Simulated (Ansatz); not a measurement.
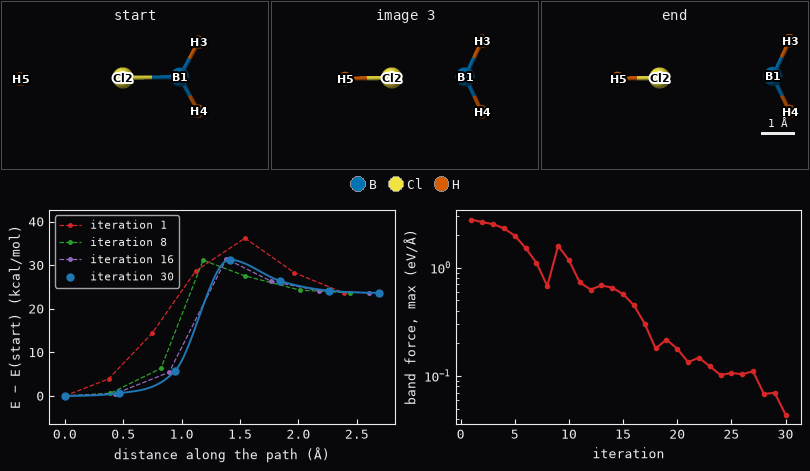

A search for the minimum-energy path of BH$_{3}$Cl (multiplicity 2), made up at the start of BH₂Cl and H by the nudged elastic band. Images are numbered from 0 (start) to 6 (end). The plot follows the band through its iterations. Style: ball-and-stick. Shown at a tilt.

Method: Ansatz, UKS B3LYP-D4/def2-SVP.

Input
```yaml
crystal:
  periodic: [false, false, false]
  atoms:
    - { symbol: B, position_ang: [0.0, -1.0e-06, -0.162239] }
    - { symbol: Cl, position_ang: [0.0, 1.0e-06, 1.584288] }
    - { symbol: H, position_ang: [1.058096, 0.0, -0.729529] }
    - { symbol: H, position_ang: [-1.058096, 0.0, -0.729529] }
    - { symbol: H, position_ang: [0.0, 0.0, 4.737008] }
magnetization:
  spin_polarized: true
  initial_magnetization: 1
basis:
  gaussian: { orbitals: def2-SVP }
hamiltonian:
  xc: b3lyp
  dispersion: d4
neb:
  order_check: false
  images: 5
  f_tol: 0.05
  max_iterations: 60
  max_displacement: 0.02
  optimiser: lbfgs
  final_atoms:
    - { symbol: B, position_ang: [0.0, -2.3e-07, -0.505043] }
    - { symbol: Cl, position_ang: [0.0, 3.2e-07, 2.974005] }
    - { symbol: H, position_ang: [1.087182, -3.1e-07, -1.017844] }
    - { symbol: H, position_ang: [-1.087182, -3.1e-07, -1.017844] }
    - { symbol: H, position_ang: [0.0, 5.2e-07, 4.266725] }
  initial_path:
    images:
      - { positions_ang: [[0.0, -1.0e-06, -0.162239], [0.0, 1.0e-06, 1.584288], [1.058096, 0.0, -0.729529], [-1.058096, 0.0, -0.729529], [0.0, 0.0, 4.737008]] }
      - { positions_ang: [[0.0, -7.0e-07, -0.1081594], [0.0, 7.1e-07, 1.75952527], [1.04889733, -6.0e-08, -0.68468607], [-1.04889733, -6.0e-08, -0.68468607], [0.0, 1.1e-07, 4.41800527]] }
      - { positions_ang: [[0.0, -4.1e-07, -0.0540798], [0.0, 4.3e-07, 1.93476253], [1.03969867, -1.2e-07, -0.63984313], [-1.03969867, -1.2e-07, -0.63984313], [0.0, 2.3e-07, 4.09900253]] }
      - { positions_ang: [[0.0, -1.1e-07, -2.0e-07], [0.0, 1.4e-07, 2.1099998], [1.0305, -1.8e-07, -0.5950002], [-1.0305, -1.8e-07, -0.5950002], [0.0, 3.4e-07, 3.7799998]] }
      - { positions_ang: [[0.0, -1.5e-07, -0.1683478], [0.0, 2.0e-07, 2.39800153], [1.049394, -2.2e-07, -0.73594813], [-1.049394, -2.2e-07, -0.73594813], [0.0, 4.0e-07, 3.94224153]] }
      - { positions_ang: [[0.0, -1.9e-07, -0.3366954], [0.0, 2.6e-07, 2.68600327], [1.068288, -2.7e-07, -0.87689607], [-1.068288, -2.7e-07, -0.87689607], [0.0, 4.6e-07, 4.10448327]] }
      - { positions_ang: [[0.0, -2.3e-07, -0.505043], [0.0, 3.2e-07, 2.974005], [1.087182, -3.1e-07, -1.017844], [-1.087182, -3.1e-07, -1.017844], [0.0, 5.2e-07, 4.266725]] }
```

Launched with:
```bash
ansatz run input.yaml --threads 1 --pin off --max-ram 2048MiB --backend cpu --events-out ev --progress --plain --runs-dir out
```

**Did the band converge, and can the barrier be trusted?**

The run is converged, with reservations. The band converged in 30 iterations. The largest component of the band force went from 2.8 to 0.044 eV/Å. The climbing image converged on the top of the path. Its curvatures weren't checked. The step length is far from the usual. The first iteration put the highest image at 36.2 kcal/mol. The energy climbs by 31.3 kcal/mol to image 3 and then falls by 7.6 kcal/mol, so the end point sits at +23.7 kcal/mol.

Limits of the set-up: the start holds two separate molecules, 3.2 Å apart at their closest, whose relative position is a soft coordinate.
